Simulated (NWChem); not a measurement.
**One shape, several levels: CH3NSiTe (SMILES C1=N[SiH2][Te]1)**

Aim: a comparison of 3 runs (HF/STO-3G, HF/3-21G, CAM-B3LYP/def2-SVPD) of CH3NSiTe. 

The results are computed with NWChem 7.3.0.

## Step 1: Starting point

CH3NSiTe has 7 atoms, charge 0, and is taken as a singlet. As SMILES, `C1=N[SiH2][Te]1`. Geometry: relaxed at PBE0-D4/def2-TZVP.

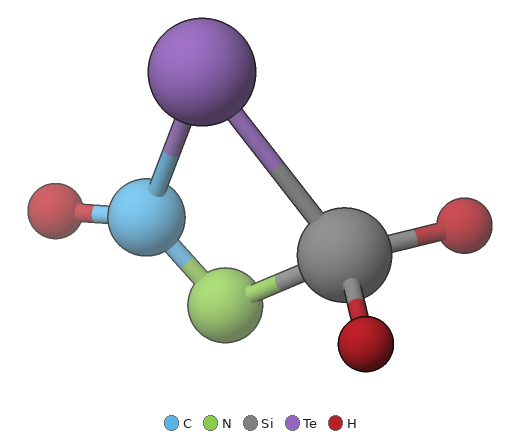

Viewed from a chosen angle; carbon blue, nitrogen green, silicon grey, tellurium purple, hydrogen red.

## Step 2: Energy and gradient at HF/STO-3G (run 1)

sp.xyz

```xyz
7

C     -0.779100    -0.346300    -1.013500
N      0.482800    -0.263000    -0.986000
Si     0.714500     0.232700     0.690100
Te    -1.787200     0.130400     0.854000
H     -1.364200    -0.633900    -1.892600
H      1.327200     1.576400     0.814500
H      1.467100    -0.764300     1.487600
```

sp.nw

```
start sp
memory total 2200 mb
charge 0
geometry noautosym nocenter noautoz
  load format xyz sp.xyz
end
basis spherical bse
  C library STO-3G
  N library STO-3G
  Si library STO-3G
  Te library STO-3G
  H library STO-3G
end
scf
  thresh 1e-08
  maxiter 80
  noprint "final vectors analysis"
end
task scf gradient
```

The run is started by

```sh
$ nwchem sp.nw > sp.out
```

The log of the run:

```text
[...]
  functions       =    49
[...]
  wavefunction    = RHF
[...]
         Total SCF energy =  -6925.608433434254
      One-electron energy = -10371.165554383153
      Two-electron energy =   3037.322400276451
 Nuclear repulsion energy =    408.234720672448
        Time for solution =      8.1s
[...]
                         RHF ENERGY GRADIENTS
    atom               coordinates                        gradient
                 x          y          z           x          y          z
   1 C      -1.472286  -0.654412  -1.915237    0.038652   0.004378   0.007234
   2 N       0.912360  -0.496998  -1.863270   -0.004925   0.004351   0.016130
   3 Si      1.350209   0.439739   1.304100   -0.033690  -0.017814  -0.054938
   4 Te     -3.377318   0.246420   1.613826   -0.019414   0.001881   0.010563
   5 H      -2.577964  -1.197897  -3.576495   -0.005440   0.000582   0.003137
   6 H       2.508044   2.978964   1.539182    0.011002   0.026829   0.002171
   7 H       2.772417  -1.444318   2.811156    0.013815  -0.020206   0.015703
[...]
```

Run time: 14 s. Hardware: 1 thread of Intel Xeon Platinum 8488C (Sapphire Rapids), shared host; peak memory 0.098 GiB.

## Step 3: Energy and forces at HF/3-21G (run 2)

calc.nw

```
start calc
title "CH3NSiTe"
memory 2200 mb
charge 0

geometry units bohr noautosym nocenter noautoz
C   -1.47228562  -0.65441216  -1.91523743
N    0.91235977  -0.49699797  -1.86326996
Si   1.35020932   0.43973927   1.30410000
Te  -3.37731853   0.24642029   1.61382611
H   -2.57796438  -1.19789739  -3.57649566
H    2.50804451   2.97896426   1.53918193
H    2.77241720  -1.44431768   2.81115658
end

basis spherical bse
C library 3-21G
N library 3-21G
Si library 3-21G
Te library 3-21G
H library 3-21G
end

scf
thresh 1e-08
maxiter 80
end

task scf gradient
```

The run is started by

```sh
$ nwchem calc.nw > calc.out
```

The log of the run:

```text
[...]
  functions       =    68
[...]
  wavefunction    = RHF
[...]
         Total SCF energy =  -6963.590758865458
      One-electron energy = -10404.713231625865
      Two-electron energy =   3032.887781652118
 Nuclear repulsion energy =    408.234691108289
        Time for solution =      8.4s
[...]
                         RHF ENERGY GRADIENTS
    atom               coordinates                        gradient
                 x          y          z           x          y          z
   1 C      -1.472286  -0.654412  -1.915237    0.017424   0.013326   0.042773
   2 N       0.912360  -0.496998  -1.863270    0.014360   0.004465   0.012519
   3 Si      1.350209   0.439739   1.304100   -0.052187  -0.013323  -0.035482
   4 Te     -3.377319   0.246420   1.613826    0.026543  -0.001155  -0.009544
   5 H      -2.577964  -1.197897  -3.576496   -0.009507  -0.003334  -0.009641
   6 H       2.508045   2.978964   1.539182    0.001591   0.001540  -0.000755
   7 H       2.772417  -1.444318   2.811157    0.001776  -0.001518   0.000130
[...]
```

Wall time 14 s (1 thread of Intel Xeon Platinum 8488C (Sapphire Rapids), shared host); peak memory 0.098 GiB.

## Step 4: Energy and gradient at CAM-B3LYP/def2-SVPD (core potential) (run 3)

calc.nw

```
start calc
title "CH3NSiTe"
memory 2200 mb
charge 0

geometry noautosym nocenter noautoz
 C       -0.779100      -0.346300      -1.013500
 N        0.482800      -0.263000      -0.986000
 Si       0.714500       0.232700       0.690100
 Te      -1.787200       0.130400       0.854000
 H       -1.364200      -0.633900      -1.892600
 H        1.327200       1.576400       0.814500
 H        1.467100      -0.764300       1.487600
end

basis spherical bse
 * library def2-SVPD
end

ecp bse
 Te library def2-SVPD
end

dft
 xc xcamb88 1.00 lyp 0.81 vwn_5 0.19 hfexch 1.00
 cam 0.33 cam_alpha 0.19 cam_beta 0.46
 grid fine
 convergence energy 1e-08
 direct
 maxiter 100
 mulliken
 print low
end

task dft gradient
```

The run is started by

```sh
$ nwchem calc.nw > calc.out
```

The log of the run:

```text
[...]
 d= 0,ls=0.0,diis     1   -651.8607957705 -8.88D+02  1.68D-02  6.34D-01    12.8
[...]
 d= 0,ls=0.0,diis    12   -651.9488391627 -7.36D-10  3.10D-07  4.32D-10   158.0
         Total DFT energy =     -651.948839162669
      One electron energy =    -1464.494456856704
           Coulomb energy =      631.858558740282
    Exchange-Corr. energy =      -55.054650091986
 Nuclear repulsion energy =      235.741709045738
[...]
                         DFT ENERGY GRADIENTS
    atom               coordinates                        gradient
                 x          y          z           x          y          z
   1 C      -1.472286  -0.654412  -1.915237    0.001756   0.001598   0.005222
   2 N       0.912360  -0.496998  -1.863270    0.001778   0.000510   0.001379
   3 Si      1.350209   0.439739   1.304100   -0.009134  -0.002718  -0.007539
   4 Te     -3.377318   0.246420   1.613826    0.003218  -0.000577  -0.002686
   5 H      -2.577964  -1.197897  -3.576495    0.001754   0.001228   0.003898
   6 H       2.508044   2.978964   1.539182    0.000321  -0.000160  -0.000099
   7 H       2.772417  -1.444318   2.811156    0.000307   0.000119  -0.000174
 Task  times  cpu:      238.6s     wall:      238.6s
 Total times  cpu:      238.6s     wall:      238.6s
```

Run time: 4 min. Hardware: 1 thread of Intel Xeon Platinum 8488C (Sapphire Rapids), shared host; peak memory 0.14 GiB.

## Step 5: The series

| run | level | iteration cap | module | energy (Eh) | dipole moment (D) | largest force (eV/Å) | wall time |
| --- | --- | --- | --- | --- | --- | --- | --- |
| 1 | HF/STO-3G | 80 | scf | -6925.608433 | 1.65 | 3.438 | 14 s |
| 2 | HF/3-21G | 80 | scf | -6963.590759 | 1.14 | 3.317 | 14 s |
| 3 | CAM-B3LYP/def2-SVPD (core potential) | 100 | dft | -651.948839 | – | 0.625 | 4 min |

## Step 6: What came out

```
                       quantity          value
            run 3: total energy  -651.94884 Eh
run 3: largest force on an atom     0.625 eV/Å
```

In words: Some runs of one species differ in core potentials or relativity; totals across that change don't compare. In run 1 the basis is minimal, so the values are rough. In runs 1, 2 relativity is left out where basis or elements ask for it. All runs together took 4.4 min, the longest 4 min.
